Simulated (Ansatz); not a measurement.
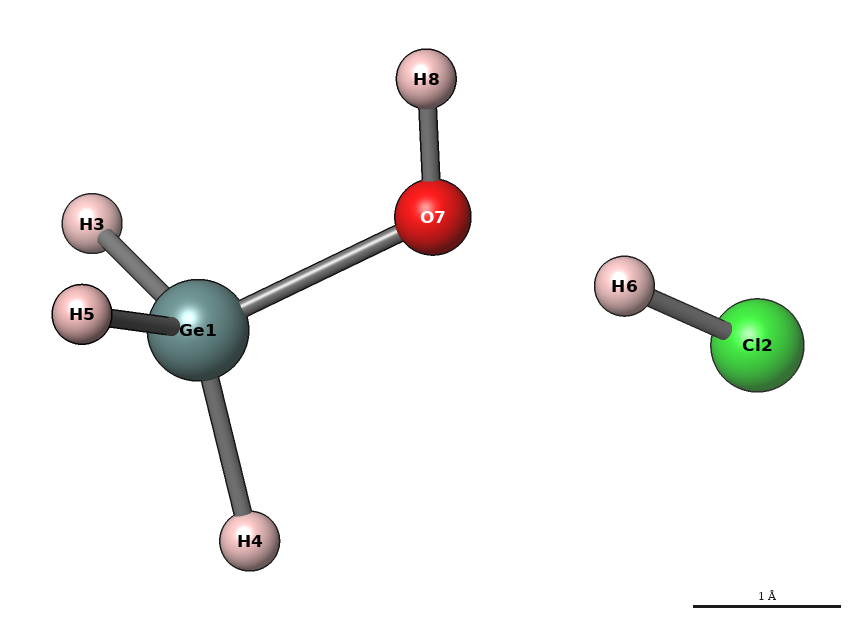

Computed geometry: PBE0-D4/def2-TZVP optimisation.

Find the hydrogen bonds (donors O, N, F, S or Cl) and give their geometry.

| D–H···A | D–H (Å) | H···A (Å) | angle (°) | kind |
| --- | --- | --- | --- | --- |
| Cl2–H6···O7 | 1.31 | 1.74 | 175 | intermolecular |
